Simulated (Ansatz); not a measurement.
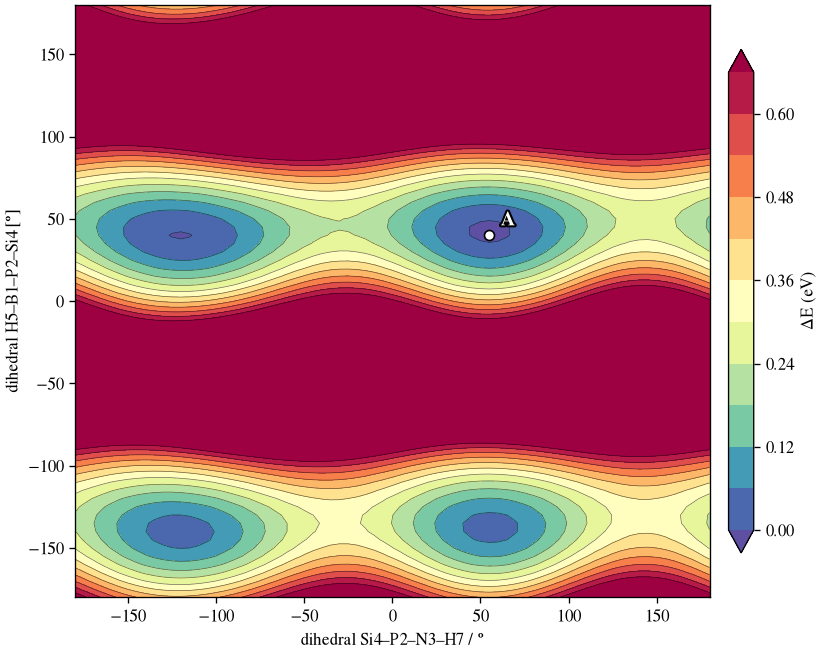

BH₇NPSi, SMILES BP(N)[SiH3]. The first coordinate is: dihedral Si4–P2–N3–H7; the second: dihedral H5–B1–P2–Si4. Nothing is relaxed (all other coordinates rigid). The grid has 15 × 15 points. All energies are given in eV relative to the lowest grid point. Computed with RKS r2SCAN-D4/def2-SVP (Ansatz).

In the figure: filled contours, one colour for all values above the top of the scale, the point A. Between grid points the surface is interpolated.

> What is the easiest way out of the well at A, and how high is the barrier?

The easiest path leads from the well at about dihedral Si4–P2–N3–H7 = 55°, dihedral H5–B1–P2–Si4 = 40° to the well at about dihedral Si4–P2–N3–H7 = −120°, dihedral H5–B1–P2–Si4 = 40°, about 0.0084 eV higher (on a rigid scan; wells that are mirror images or exchange like atoms can differ by this much). Its highest point lies about 0.25 eV above the bottom of the first well on the interpolated surface, at about dihedral Si4–P2–N3–H7 = −30°, dihedral H5–B1–P2–Si4 = 45°. The start is the relaxed structure and all else is held, so a fully relaxed path at this level can only be lower.

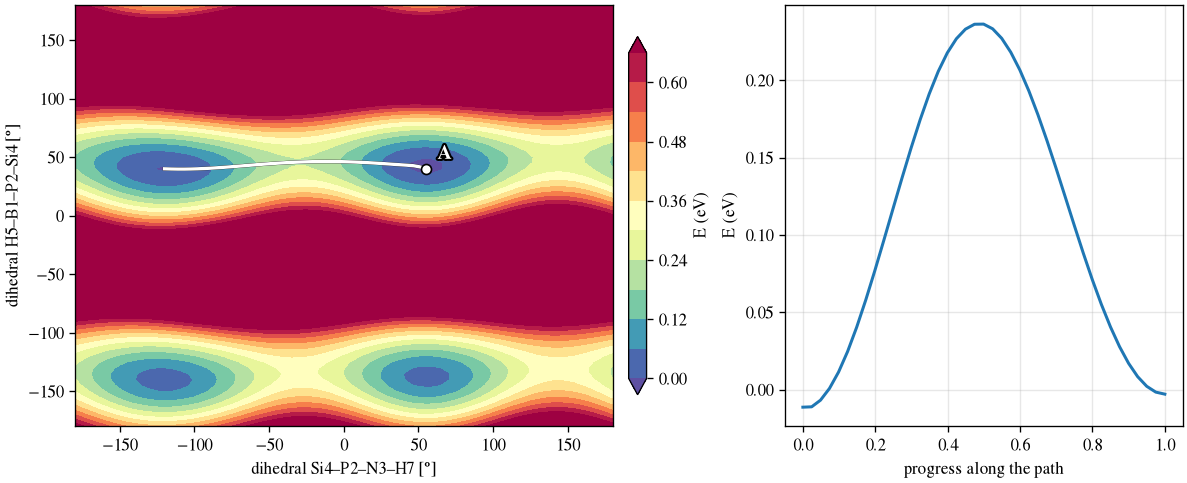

The picture shows filled contours, a line along the lowest path, one colour for all values above the top of the scale, the energy along the path at the right. Between grid points the surface is interpolated.
